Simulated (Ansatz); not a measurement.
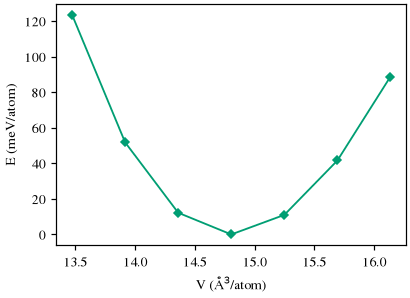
*MoRu (L1₀ or tetragonal B2, P4/mmm) under volume change, the program Ansatz at the PBE level (PAW), shape and atoms relaxed at each volume.*

**Question.** What does a third-order Birch–Murnaghan fit give for V₀, B₀ and B′?

**Answer.** V₀ = 14.80 Å³/atom, B₀ = 278 GPa, B′ = 4.5.

The start of the workflow was typed in or built on a structure type; neither database checked (COD, Materials Project) lists it. Its standing as an ambient phase is unchecked. The PBE relaxation kept the symmetry of its start; its stability against distortions is not shown here. The run is not spin-polarised.

Potentials: the later of the program's two PAW sets.
